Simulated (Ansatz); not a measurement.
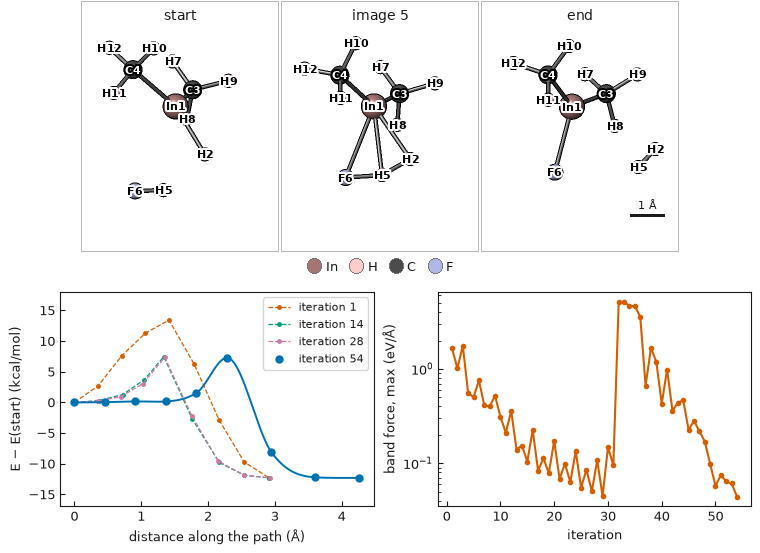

NEB run on C2H8FIn. Images are numbered from 0 (start) to 8 (end). The plot follows the band through its iterations. A ball-and-stick model, seen from a free direction.

The calculation used Ansatz 0.2.0, UKS PBE0-D4/def2-mTZVP. Settings: 7 movable images; climbing image from the first iteration; force threshold 0.05 eV/Å; iteration limit 60; optimiser L-BFGS; starting path through a guess of the saddle point.

Q: Did the band converge, and can the barrier be trusted?

A: The run is converged, with reservations. The band converged in 54 iterations. The largest component of the band force went from 1.6 to 0.044 eV/Å. The climbing image converged on the top of the path. Its curvatures weren't checked. The first iteration put the highest image at 13.4 kcal/mol. The highest point, image 5, lies 7.3 kcal/mol above the start and 19.6 kcal/mol above the end; the end is at −12.3 kcal/mol relative to the start.
